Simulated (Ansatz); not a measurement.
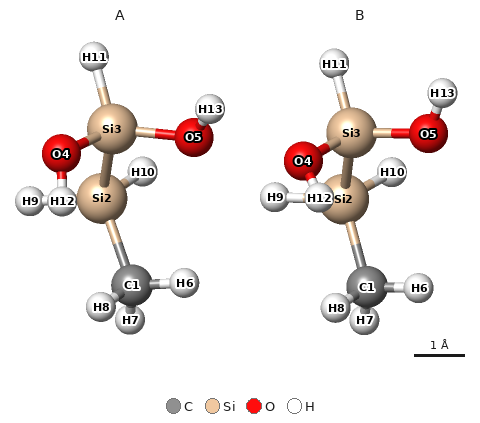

Two geometries of CH8O2Si2 (coarse preliminary run), drawn at one scale. One is the start of a relaxation, the other its converged end. The picture is a ball-and-stick view, seen from a free direction.

Theory: Ansatz, RKS PBE-D4/def2-SVP. Set-up: force threshold 0.03 eV/Å; at most 200 steps.

### Which geometry has the lower energy?

Structure A is the relaxed one. The start comes from a force field. The atom that moves furthest after the best rigid fit is H12 (0.47 Å). By element the largest moves are H 0.47 Å, O 0.25 Å, C 0.13 Å, Si 0.08 Å. Some distances before and after: Si2–Si3 2.296 → 2.349 Å, Si3–H11 1.457 → 1.505 Å, Si2–H10 1.549 → 1.508 Å, Si2–H9 1.469 → 1.509 Å. Among the angles between lasting bonds that change: Si2–Si3–O5 111.3° → 102.2°, O4–Si3–O5 105.4° → 112.7°, O4–Si3–H11 108.4° → 102.6°. Groups turn about Si3–O4 by about 30°, Si3–O5 by about 25°. Over 9 geometry steps the energy falls by 23.2 kJ/mol. Largest force component: 1 eV/Å at the start, 0.023 eV/Å at the end. The run took 6 s on 4 threads of AMD EPYC 9R45 96-Core (shared host).
